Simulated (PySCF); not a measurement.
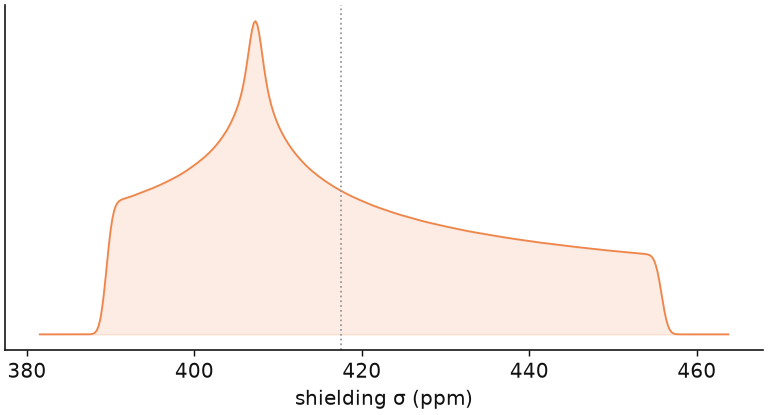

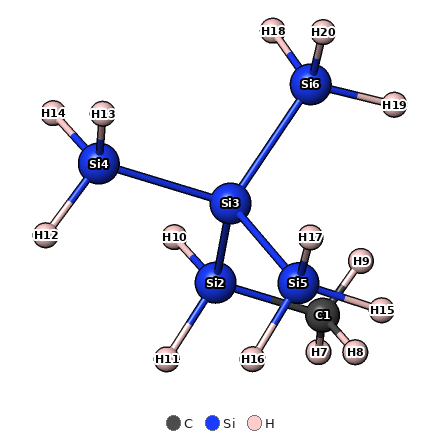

Static powder pattern (²⁹Si) from GIAO shielding tensors of CH₁₄Si₅, SMILES C[SiH2][Si]([SiH3])([SiH3])[SiH3], PBE0/pcSseg-1 in PySCF, at a GFN2-xTB geometry (no frequency check); absolute shielding, one fixed geometry of the isolated molecule without any motion, no dipolar terms. The dotted line is the isotropic value; skew is 3(σiso − σ22)/span.

Question: The pattern belongs to Si2. Give the principal values, span and skew.

Answer: Si2: σ11, σ22, σ33 = 389, 407, 456 ppm, isotropic 418, span 66 ppm, skew 0.46.

Note: the tight-binding geometry is rougher than a DFT one and adds to the error; one conformer of a flexible molecule.
